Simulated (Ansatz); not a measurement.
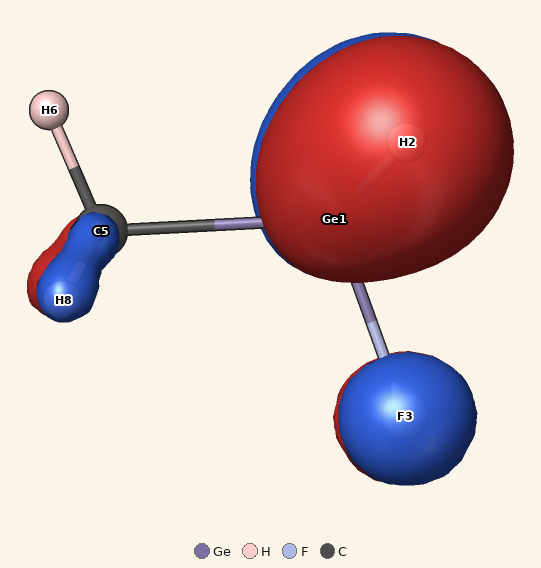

Figure. CH5FGe. The HOMO−1 at ±0.15 Å⁻³ᐟ² (blue and red are the two phases), seen across its widest extent.

Computed with RKS BHLYP-D4/def2-SVP in Ansatz.

```xyz
8

Ge   -0.0608   -0.0103    0.0375
H     0.3864   -0.1486    1.4938
F     1.3958    0.2055   -0.8877
H    -0.8864    1.2588   -0.1813
C    -0.9234   -1.6031   -0.6431
H    -1.8338   -1.8137   -0.0757
H    -1.1887   -1.4695   -1.6938
H    -0.2514   -2.4595   -0.5564
```

> Describe this orbital and give its energy.

Its weight (Hirshfeld) is mainly on Ge1 (about 35 %), H2 (about 25 %), H4 (about 25 %) and F3 (about 15 %). Its energy is −10.63 eV.
